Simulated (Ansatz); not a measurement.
```yaml
atoms:
  - { symbol: Ag, position_ang: [0.0002, 0.0001, 0.0000] }
  - { symbol: N, position_ang: [-0.0038, -0.0147, 2.1225] }
  - { symbol: H, position_ang: [-0.4224, 0.8376, 2.5067] }
  - { symbol: H, position_ang: [0.9449, -0.0830, 2.5029] }
  - { symbol: H, position_ang: [-0.5361, -0.8069, 2.4946] }
  - { symbol: N, position_ang: [0.0038, 0.0148, -2.1225] }
  - { symbol: H, position_ang: [-0.9473, 0.0182, -2.5029] }
  - { symbol: H, position_ang: [0.4796, -0.8072, -2.5062] }
  - { symbol: H, position_ang: [0.4810, 0.8411, -2.4952] }
```

Geometry: PBE-D4/def2-TZVP; core potentials replace the inner electrons of Ag.

All numbers below come from Ansatz, RKS PBE0-D4/def2-TZVP.

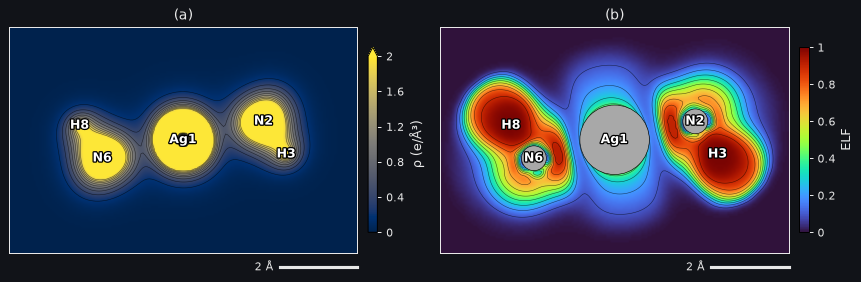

AgH6N2 (charge +1). (a) electron density; (b) electron localisation function on the plane of atoms Ag1, N2 and H3. Grey discs cover the atomic cores in the ELF map.

Describe what can be read from this map.

The section cuts through Ag, N and H sites. Ag–N (2.12 Å): ρ at the midpoint is about 0.62 e/Å³; the ELF peaks at about 0.90 in the valence shell of N, 0.7 Å from its nucleus, and is about 0.15 at the midpoint. N–H (1.02 Å): ρ at the midpoint is about 2.9 e/Å³; the ELF climbs to about 1 towards the hydrogen, as it does in any bond to H (an ordinary covalent bond to hydrogen).
